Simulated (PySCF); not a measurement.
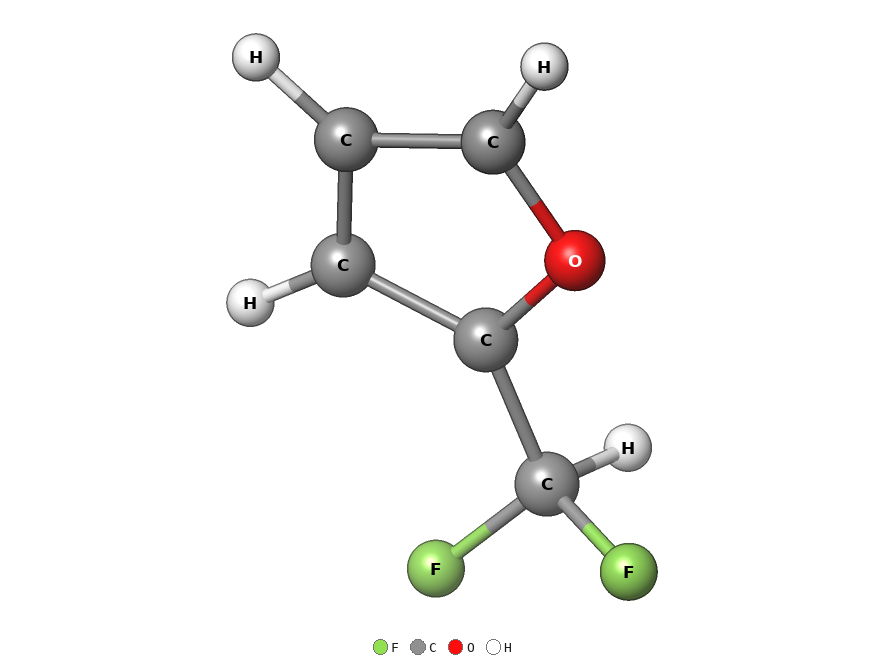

State: charge +1, doublet. Computed geometry: GFN2-xTB optimisation. No frequency run is at hand to confirm it as a minimum. Level of theory: UKS B3LYP, pcH-1 on C F H O, non-relativistic (PySCF 2.14.0).

Computed properties:

The species is C₅H₄F₂O⁺ (`FC(F)[C+]1[CH]C=CO1`).
- ⟨S²⟩ of the determinant: 0.760
- isotropic g value: 2.00215
